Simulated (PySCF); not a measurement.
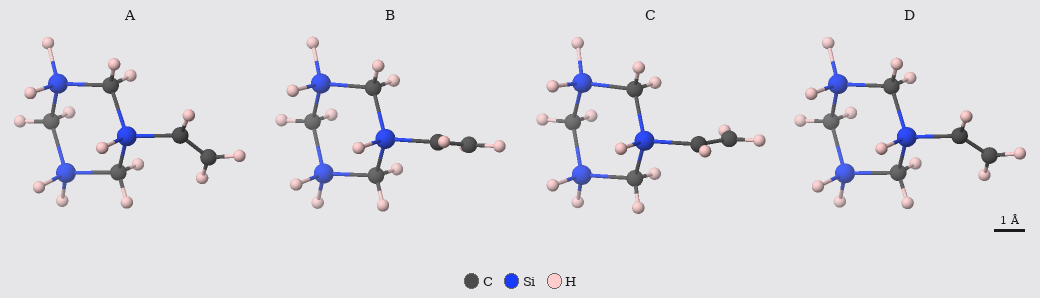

4 geometries from one relaxation of C$_{5}$H$_{14}$Si$_{3}$, in shuffled order. The picture is a ball-and-stick view, seen at a tilt.

The start comes from GFN2-xTB. Its atoms were then displaced at random by about 0.01 Å.

Method: PBE0-D3(BJ)/def2-SVP geometry optimisation, gas phase (PySCF). 

Q: Order the frames from highest to lowest energy.

A: C, B, D, A. They are steps 0, 8, 11, 17, at +0.330 eV, +0.054 eV, +0.024 eV relative to the last. The largest move after the best rigid fit is that of an H atom, 1.65 Å. Largest moves by element: H 1.65 Å, C 0.64 Å, Si 0.19 Å. Among the contacts that change: C–Si 1.936 → 1.884 Å, C–H 1.058 → 1.103 Å, C–Si 1.907 → 1.874 Å, H–Si 1.471 → 1.500 Å. Bond angles that change, for instance: C–C–H 125.8° → 122.3°, Si–C–H 106.4° → 109.5°, C–Si–H 110.9° → 108.0°. Groups turn about C–Si by about 60°. Over 17 geometry steps the energy falls by 0.330 eV.
